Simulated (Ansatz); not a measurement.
A series of calculations on CH₇BrSi

Part 1: Relaxation

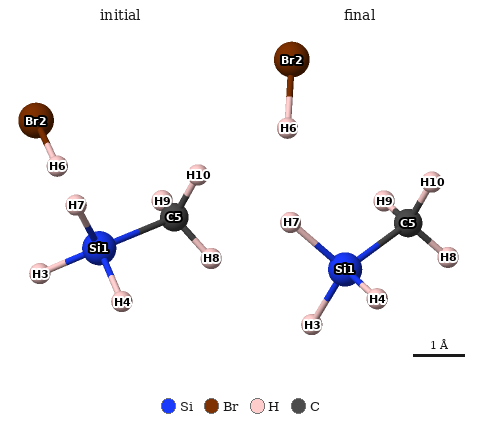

The structure of CH7BrSi (started from a transition state, displaced along its imaginary mode) before (left) and after (right) a relaxation, at one scale.

The picture is a ball-and-stick view, seen at a tilt.

Level of theory: RKS PBE0-D4/def2-TZVP in Ansatz.

Input file:
```yaml
crystal:
  periodic: [false, false, false]
  atoms:
    - {symbol: Si, position_ang: [-0.659139, 0.295263, -0.342696]}
    - {symbol: Br, position_ang: [1.397486, -1.364782, -1.618782]}
    - {symbol: H, position_ang: [-1.497332, -0.738821, -1.005984]}
    - {symbol: H, position_ang: [-1.482300, 1.496999, -0.106387]}
    - {symbol: C, position_ang: [0.203596, -0.167082, 1.255738]}
    - {symbol: H, position_ang: [0.746483, 0.128092, -1.575055]}
    - {symbol: H, position_ang: [0.160521, 1.069075, -1.378603]}
    - {symbol: H, position_ang: [-0.411580, 0.193459, 2.083615]}
    - {symbol: H, position_ang: [0.369605, -1.238920, 1.370726]}
    - {symbol: H, position_ang: [1.172660, 0.326718, 1.317328]}
basis:
  gaussian: {orbitals: def2-TZVP}
hamiltonian: {xc: pbe0, dispersion: d4}
relax: {f_tol: 0.005, max_steps: 200}
```

Run as
```bash
ansatz run in.yaml --threads 4 --pin off --events-out ev --progress --plain --max-ram 9574MiB
```

**Describe what moved and what it gained.**

Over 40 accepted moves (47 points after the start) the energy falls by 87.0 kJ/mol. The largest force component goes from 1.1 to 0.0047 eV/Å. The line search rejected the trial steps at points 5, 13, 17, 19, 26, 28, 41 of the run. The forces were under the threshold at step 14, but the run went on from there. Br2 moves most after the best rigid fit: 1.33 Å. Largest moves by element: Br 1.33 Å, H 1.19 Å, Si 0.45 Å, C 0.17 Å. Some distances before and after: Si1–Br2 2.935 → 4.301 Å, Si1–H6 1.877 → 3.012 Å, Br2–H6 1.629 → 1.427 Å, Si1–H7 1.531 → 1.496 Å. Among the angles between lasting bonds that change: H4–Si1–H7 89.7° → 107.2°, C5–Si1–H7 117.1° → 110.4°, H3–Si1–C5 117.9° → 111.5°. Groups turn about Si1–C5 by about 40°. The run took 83 s on 4 threads of Arm Neoverse V2, on a shared host.

Part 2: Relaxation

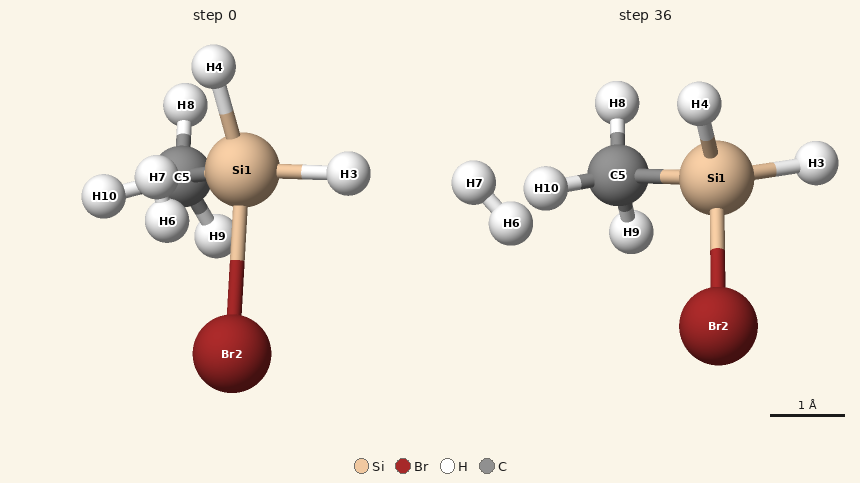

The structure of CH$_{7}$BrSi (started from a transition state, displaced along its imaginary mode) before (left) and after (right) a relaxation, at one scale.

A ball-and-stick model, seen from a free direction.

Theory: Ansatz, RKS PBE0-D4/def2-TZVP. (force threshold 0.005 eV/Å; at most 200 steps)

### What changed between the two?

Over 35 accepted moves (36 points after the start) the energy falls by 54.2 kcal/mol. Largest force component: 7 eV/Å at the start, 0.0048 eV/Å at the end. The line search rejected the trial step at point 14 of the run. The atom that moves furthest after the best rigid fit is H7 (1.54 Å). Largest moves by element: H 1.54 Å, Br 0.92 Å, Si 0.67 Å, C 0.11 Å. Some distances before and after: Si1–H7 1.948 → 3.861 Å, Si1–H6 1.874 → 3.500 Å, Br2–H6 2.269 → 3.300 Å, Si1–Br2 2.512 → 2.231 Å. Among the angles between lasting bonds that change: Br2–Si1–H4 146.9° → 107.0°, H3–Si1–C5 129.9° → 111.8°, Br2–Si1–H3 89.5° → 106.8°. The run took 67 s on 4 threads of Arm Neoverse V2, on a shared host.

Part 3: Reaction

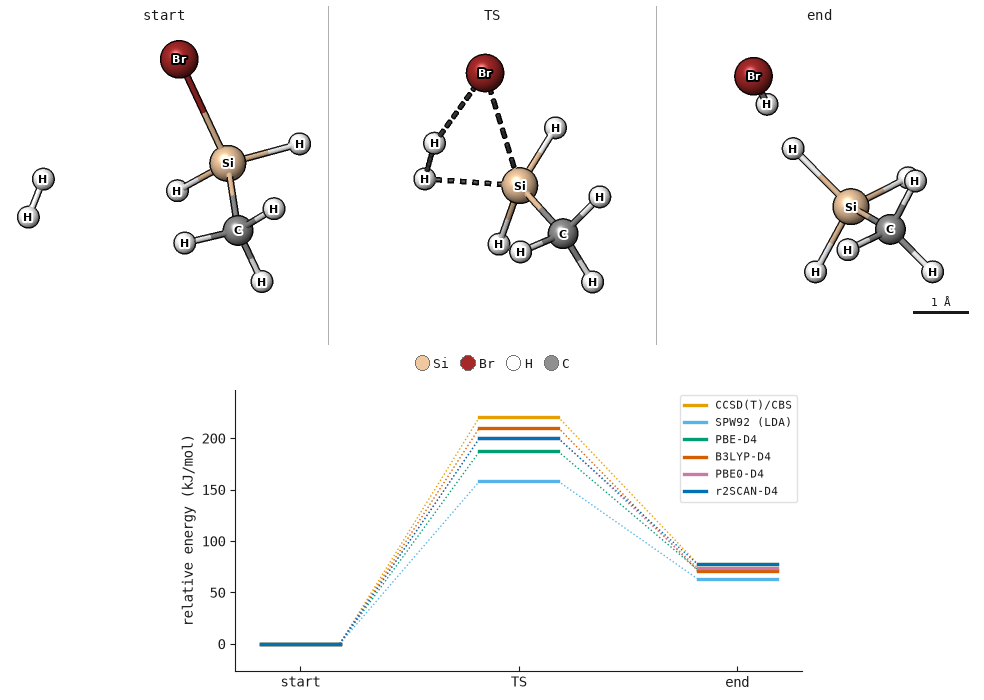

A reaction step of CH₇BrSi, with its energy diagram. The picture is a ball-and-stick view, seen from a free direction. Dashed sticks mark bonds that form or break.

Stationary points at PBE0-D4/def2-TZVP, single-point energies with CCSD(T)/CBS, SPW92 (LDA), PBE-D4, B3LYP-D4, PBE0-D4, r2SCAN-D4 (def2-TZVPP where no basis is named; Ansatz 0.2.0). The energies are electronic, without zero-point or thermal terms, and both ends are the minima reached downhill from the saddle, with any fragments still in contact. CCSD(T)/CBS stands for a frozen-core estimate: MP2 correlation extrapolated from def2-TZVPP and def2-QZVPP, CCSD(T) minus MP2 from the smaller set.

**What happens, and what does it cost?**

Counted by bonded pieces, the start holds CH₅BrSi + H₂ and the end holds CH₆Si + HBr. From the start over the saddle to the end, bonds form: H–Si (3.86 → 1.73 → 1.50 Å), Br–H (3.30 → 1.94 → 1.43 Å). Bonds break: Br–Si (2.23 → 2.72 → 4.30 Å), H–H (0.75 → 0.87 → 1.92 Å). The saddle has one imaginary mode, 679i cm⁻¹. With CCSD(T)/CBS the barrier is 220.7 kJ/mol from the start and 143.1 kJ/mol from the end, and the end lies 77.6 kJ/mol above the start.

```csv
level,barrier from the start (kJ/mol),barrier from the end (kJ/mol),the end less the start (kJ/mol)
CCSD(T)/CBS,220.7,143.1,77.6
SPW92 (LDA),158.2,95.2,63.0
PBE-D4,187.1,115.1,72.0
B3LYP-D4,210.2,139.3,71.0
PBE0-D4,200.3,126.6,73.6
r2SCAN-D4,199.9,122.8,77.2
```

Against CCSD(T)/CBS, B3LYP-D4 comes closest on the barrier from the start (−10.4 kJ/mol) and SPW92 (LDA) misses most (−62.5 kJ/mol).

Limits of the set-up: the start holds two separate molecules, 3.0 Å apart at their closest, whose relative position is a soft coordinate.

Part 4: Path

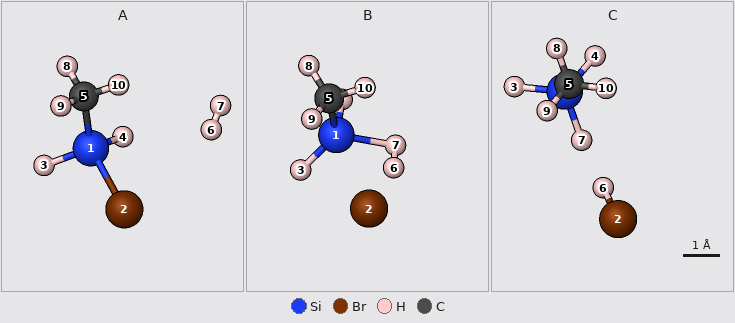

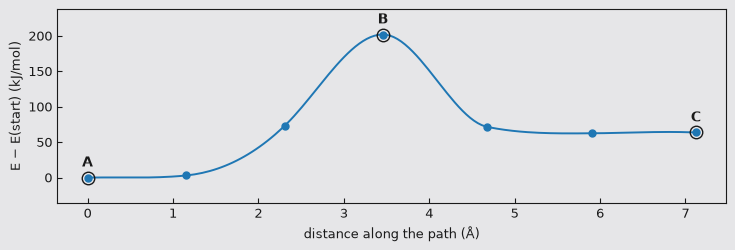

NEB run on CH7BrSi, made up at the start of CH$_{5}$BrSi and H$_{2}$. Images are numbered from 0 (start) to 6 (end). Frames A to C are images 0, 3, 6. A ball-and-stick model, seen at a tilt.

All numbers below come from Ansatz 0.2.0, RKS PBE0-D4/def2-SVP. Set-up: 5 movable images; climbing image.

What happens along the path, and what is the barrier?

Breaking: H6–H7 (0.75 → 0.89 at the top → 1.92 Å), Si1–Br2 (2.23 → 2.71 at the top → 4.30 Å). Forming: Br2–H6 (3.30 → 1.93 at the top → 1.43 Å), Si1–H7 (3.86 → 1.75 at the top → 1.50 Å). The highest point, image 3, lies 201.9 kJ/mol above the start and 138.3 kJ/mol above the end; the end is at +63.6 kJ/mol relative to the start. The band converged in 16 iterations. The largest component of the band force went from 3.9 to 0.043 eV/Å. The climbing image converged on the top of the path. Its curvatures weren't checked. The largest force component is 0.52 eV/Å at the start and 0.27 eV/Å at the end; an end with forces this large is no minimum, and the barrier measured from it can be far off.

Limits of the set-up: the start holds two separate molecules, 3.0 Å apart at their closest, whose relative position is a soft coordinate.
